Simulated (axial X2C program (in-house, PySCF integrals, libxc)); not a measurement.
# Linear InSH at several levels

How do method and spin–orbit coupling move the bonds and stretches of InSH, held linear?

Method: all-electron X2C, two-component (2c) or spin-free, In dyall-v3z, S dyall-av3z, H dyall-v3z; program: an in-house X2C program for linear molecules on PySCF integrals.

All values are calculated.

1 further run of the same task is left out (set aside as unsound or not needed).

## 1. Set-up

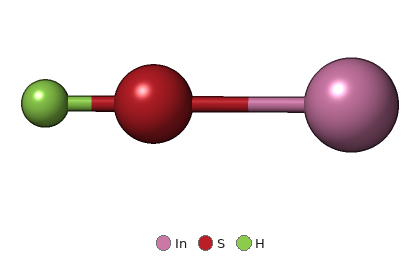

The atoms on one line, bonds 2.450 and 1.340 Å (indium pink, sulfur red, hydrogen green).

The input, task.json:

```json
{"zs": [49, 16, 1], "q": 0, "bas": ["dyall-v3z", "dyall-av3z", "dyall-v3z"], "r0": [2.45, 1.34], "symm": 0, "scan": ["PBE0", "HF", "PBE"], "levels": ["PBE0", "HF", "r2SCAN"], "nst": 2}
```

Keys: zs atomic numbers; q charge; bas basis sets; r0 starting distance in Å; symm equal bonds; scan levels of the two-bond scan (MP2 follows by itself at each HF point); levels methods; nst determinants followed.

Launch:

```sh
$ python solin.py task.json out
```

Masses In 114.904, S 31.972, H 1.008 u.

## 2. Scan at PBE0, 2c

State: Ω = 0 (all partner blocks equally filled). Energies above the lowest point, from the job's result record:

```tsv
r(In–S) (Å)	r(S–H) (Å)	E (meV)
2.3751	1.3124	31.42
2.3751	1.3460	15.95
2.3751	1.3797	29.62
2.4360	1.3124	14.61
2.4360	1.3460	0.00
2.4360	1.3797	14.59
2.4360	1.4133	53.50
2.4969	1.3124	30.39
2.4969	1.3460	16.49
2.4969	1.3797	31.85
2.5578	1.3460	58.30
2.5578	1.4133	114.70
```

A quadratic surface with cubic terms in each bond gives the minimum at 2.433 and 1.345 Å, force constants 1.41, 4.14 and coupling 0.06 mdyn/Å.

## 3. Scan at HF, 2c

State: Ω = 0 (all partner blocks equally filled). Energies above the lowest point, from the job's result record:

```tsv
r(In–S) (Å)	r(S–H) (Å)	E (meV)
2.3751	1.3124	49.29
2.3751	1.3460	50.87
2.3751	1.3797	82.59
2.4360	1.3124	7.17
2.4360	1.3460	9.05
2.4360	1.3797	41.12
2.4360	1.4133	98.32
2.4969	1.3124	0.00
2.4969	1.3460	2.13
2.4969	1.3797	34.47
2.5578	1.3460	22.51
2.5578	1.4133	112.78
```

A quadratic surface with cubic terms in each bond gives the minimum at 2.480 and 1.327 Å, force constants 1.27, 4.65 and coupling 0.02 mdyn/Å.

## 4. Scan at PBE, 2c

State: Ω = 0 (all partner blocks equally filled). Energies above the lowest point, from the job's result record:

```tsv
r(In–S) (Å)	r(S–H) (Å)	E (meV)
2.3751	1.3124	51.18
2.3751	1.3460	24.72
2.3751	1.3797	26.86
2.4360	1.3124	25.40
2.4360	1.3460	0.00
2.4360	1.3797	3.28
2.4360	1.4133	30.47
2.4969	1.3124	32.15
2.4969	1.3460	7.63
2.4969	1.3797	11.87
2.5578	1.3460	40.56
2.5578	1.4133	74.63
```

A quadratic surface with cubic terms in each bond gives the minimum at 2.449 and 1.358 Å, force constants 1.33, 3.82 and coupling 0.07 mdyn/Å.

## 5. The levels side by side

| level | r(In–S) (Å) | r(S–H) (Å) | lower stretch (cm⁻¹) | upper stretch (cm⁻¹) |
| --- | --- | --- | --- | --- |
| PBE0, 2c | 2.433 | 1.345 | 306.0 | 2681.7 |
| HF, 2c | 2.480 | 1.327 | 289.9 | 2842.1 |
| PBE, 2c | 2.449 | 1.358 | 296.5 | 2574.1 |
| MP2, 2c | 2.439 | 1.339 | 312.8 | 2731.9 |
| PBE0, spin-free | 2.433 | 1.345 | 306.1 | 2682.6 |
| HF, spin-free | 2.480 | 1.327 | 289.9 | 2842.7 |
| PBE, spin-free | 2.449 | 1.358 | 296.6 | 2575.1 |
| MP2, spin-free | 2.438 | 1.339 | 313.0 | 2732.9 |

Scans not shown above were run alike.

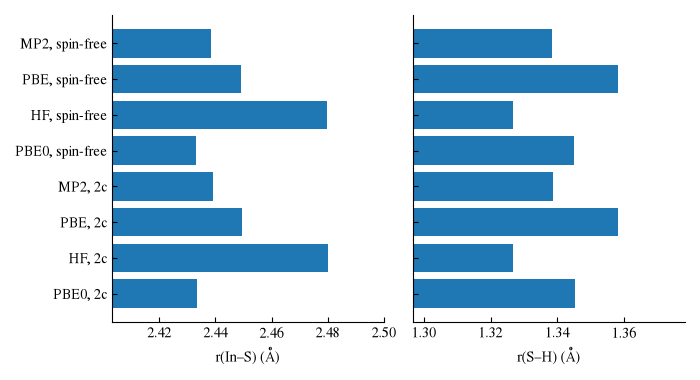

The two bond lengths by level.

What this shows: Over the levels the In–S bond spans 2.433 to 2.480 Å and the S–H bond 1.327 to 1.358 Å. At PBE0 spin–orbit coupling leaves both bonds unchanged to 0.001 Å. Each state is one determinant, the lowest of a limited PBE0 search; the stretches come from a fit to few points and are good to some per cent at best. MP2 freezes inner shells (threshold -2 hartree). The molecule was held linear; bending was not examined, so a bent shape may lie lower.
